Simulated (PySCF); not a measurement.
# PF3 (phosphorus trifluoride): CISD/STO-3G

Aim: the energy change on altering one bond length of PF3 (phosphorus trifluoride) at CISD/STO-3G, from 2 runs. The job is set up through a Python script.

Program for the calculation: PySCF 2.14.0.

13 further runs of the same task are left out: 4 that didn't finish, 9 set aside as unsound or not needed.

### Step 1. The molecule

PF3 has 4 atoms, charge 0, and is taken as a singlet. SMILES: `FP(F)F`. The shape is that of a PBE0-D4/def2-TZVP optimisation.

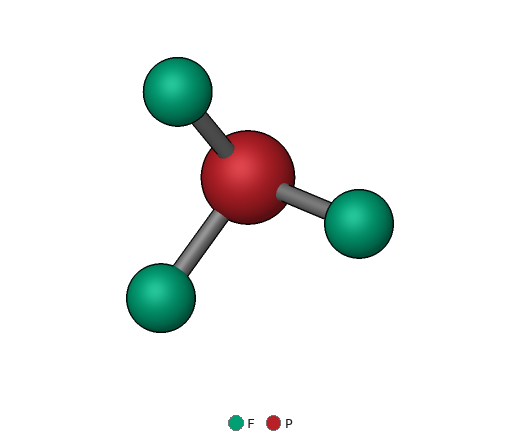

Viewed from a chosen angle; fluorine teal, phosphorus red.

### Step 2. The energy at CISD/STO-3G

Contents of run.py:

```python
from pyscf import gto, ci

system = gto.M(
    atom='''
F    0.834400  -0.663200   0.874500
P   -0.297500   0.314600   0.392300
F   -1.061900  -0.696500  -0.536900
F    0.525000   1.045200  -0.730000
''',
    max_memory=1860,
    spin=0,
    basis='sto-3g',
    verbose=4,
)

myscf = system.RHF()
myscf.conv_tol = 1e-10
myscf.kernel()
if not myscf.converged:
    myscf = myscf.newton().run(myscf.mo_coeff, myscf.mo_occ)

cisd = ci.CISD(myscf, frozen=8)
cisd.kernel()
e_final = cisd.e_tot
print(f'total energy: {e_final:.8f} hartree')
```

Run with:

```sh
$ OMP_NUM_THREADS=1 python run.py
```

Output:

```text
PySCF version 2.14.0

[INPUT] num. atoms = 4
[INPUT] num. electrons = 42
[INPUT] charge = 0
[INPUT] spin (= nelec alpha-beta = 2S) = 0
[INPUT] symmetry False subgroup None
[INPUT] Mole.unit = angstrom
[INPUT] Symbol           X                Y                Z      unit          X                Y                Z       unit  Magmom
[INPUT]  1 F      0.834400000000  -0.663200000000   0.874500000000 AA    1.576787478337  -1.253266365812   1.652565495932 Bohr   0.0
[INPUT]  2 P     -0.297500000000   0.314600000000   0.392300000000 AA   -0.562193522058   0.594507838788   0.741339558667 Bohr   0.0
[INPUT]  3 F     -1.061900000000  -0.696500000000  -0.536900000000 AA   -2.006700171676  -1.316194245760  -1.014593956279 Bohr   0.0
[INPUT]  4 F      0.525000000000   1.045200000000  -0.730000000000 AA    0.992106215397   1.975141745395  -1.379500070932 Bohr   0.0

nuclear repulsion = 190.762092590798
number of shells = 14
number of NR pGTOs = 72
number of NR cGTOs = 24
basis = sto-3g
ecp = {}

******** <class 'pyscf.scf.hf.RHF'> ********
method = RHF
initial guess = minao
damping factor = 0
level_shift factor = 0
DIIS = <class 'pyscf.scf.diis.CDIIS'>
diis_start_cycle = 1
diis_space = 8
diis_damp = 0
SCF conv_tol = 1e-10
SCF conv_tol_grad = None
SCF max_cycles = 50
direct_scf = True
direct_scf_tol = 1e-13
Set gradient conv threshold to 1e-05
Initial guess from minao.
init E= -631.188475961265
  HOMO = -0.327684985507224  LUMO = 0.213311841552378  gap/eV = 14.72127
cycle= 1 E= -630.898933227664  delta_E= 0.29  |g|= 0.487  |ddm|= 2.68
  HOMO = -0.309634063852339  LUMO = 0.381148458369123  gap/eV = 18.79715
cycle= 2 E= -631.014726770064  delta_E= -0.116  |g|= 0.0987  |ddm|= 0.995
  HOMO = -0.307512093317005  LUMO = 0.428403950529152  gap/eV = 20.02530
cycle= 3 E= -631.019667316191  delta_E= -0.00494  |g|= 0.0332  |ddm|= 0.172
  HOMO = -0.306916147046114  LUMO = 0.435604127594772  gap/eV = 20.20501
cycle= 4 E= -631.020704185014  delta_E= -0.00104  |g|= 0.00341  |ddm|= 0.127
  HOMO = -0.30629977430232  LUMO = 0.435382393083563  gap/eV = 20.18220
cycle= 5 E= -631.020713810079  delta_E= -9.63e-06  |g|= 0.000422  |ddm|= 0.0113
  HOMO = -0.306387887106426  LUMO = 0.435445068602285  gap/eV = 20.18630
cycle= 6 E= -631.020713931117  delta_E= -1.21e-07  |g|= 6.14e-05  |ddm|= 0.00112
  HOMO = -0.30635849045247  LUMO = 0.435433505638791  gap/eV = 20.18519
cycle= 7 E= -631.020713933962  delta_E= -2.85e-09  |g|= 8.31e-06  |ddm|= 0.000205
  HOMO = -0.306360670372978  LUMO = 0.43543692530233  gap/eV = 20.18534
cycle= 8 E= -631.020713934011  delta_E= -4.84e-11  |g|= 1.85e-06  |ddm|= 2.22e-05
  HOMO = -0.306360400002409  LUMO = 0.435436880554327  gap/eV = 20.18533
Extra cycle  E= -631.020713934013  delta_E= -2.5e-12  |g|= 8.65e-07  |ddm|= 3.85e-06
converged SCF energy = -631.020713934013

******** <class 'pyscf.ci.cisd.RCISD'> ********
CISD nocc = 13, nmo = 16
frozen orbitals 8
max_cycle = 50
direct = 0
conv_tol = 1e-09
max_cycle = 50
max_space = 12
lindep = 0
nroots = 1
Init t2, MP2 energy = -0.07597476575776
RCISD converged
E(RCISD) = -631.11305757268  E_corr = -0.09234363866652018
total energy: -631.11305757 hartree
```

Run time: 0.84 s. Hardware: 1 thread of Arm Neoverse V1, shared host; peak memory 0.12 GiB.

### Step 3. The distorted shape, same level

Contents of geometry.xyz:

```xyz
4

F      1.739912    -1.445433     1.260256
P     -0.297500     0.314600     0.392300
F     -1.061900    -0.696500    -0.536900
F      0.525000     1.045200    -0.730000
```

Contents of run.py:

```python
from pyscf import gto, scf, ci

molecule = gto.Mole()
molecule.atom = 'geometry.xyz'
molecule.verbose = 3
molecule.max_memory = 1860
molecule.basis = 'sto-3g'
molecule.build()

hf = scf.RHF(molecule)
hf.conv_tol = 1e-10
hf.kernel()
if not hf.converged:
    hf = hf.newton().run(hf.mo_coeff, hf.mo_occ)

cisd = ci.CISD(hf, frozen=8)
cisd.kernel()
e_tot = cisd.e_tot
print('E = %.10f Eh' % e_tot)
```

Run with:

```sh
$ OMP_NUM_THREADS=1 python run.py
```

Output:

```text
converged SCF energy = -630.75295919958
E(RCISD) = -630.9897030552615  E_corr = -0.2367438556813839
E = -630.9897030553 Eh
```

Wall time 0.76 s (1 thread of Arm Neoverse V1, shared host); peak memory 0.11 GiB.

### Step 4. Summary of results

At CISD/STO-3G, 8 core orbitals frozen:

| quantity | value |
| --- | --- |
| first shape: total energy | -631.11306 Eh |
| first shape: dipole moment (Hartree–Fock density) | 1.26 D |
| first shape: HOMO energy (Hartree–Fock orbitals) | -8.34 eV |
| first shape: LUMO energy (Hartree–Fock orbitals) | 11.85 eV |
| first shape: HOMO–LUMO gap (Hartree–Fock orbitals) | 20.19 eV |
| first shape: correlation energy (8 core orbitals frozen) | -92.3 mEh |
| distorted shape: total energy | -630.98970 Eh |
| distorted shape: dipole moment (Hartree–Fock density) | 2.93 D |
| distorted shape: HOMO energy (Hartree–Fock orbitals) | -4.54 eV |
| distorted shape: LUMO energy (Hartree–Fock orbitals) | 2.60 eV |
| distorted shape: HOMO–LUMO gap (Hartree–Fock orbitals) | 7.14 eV |
| distorted shape: correlation energy (8 core orbitals frozen) | -236.7 mEh |
| energy change with the F1–P2 bond stretched from 1.572 to 2.829 Å | 3.357 eV |

One bond (distorted shape) is far stretched, which a spin-restricted single reference describes badly; a broken-symmetry solution may lie lower. With the F1–P2 bond stretched from 1.572 to 2.829 Å the energy rises by 3.36 eV (324 kJ/mol). The first shape isn't relaxed at this level, so the change isn't measured from a minimum. A restricted reference can't describe the breaking bond well at this length. The minimal basis adds a large error of its own.
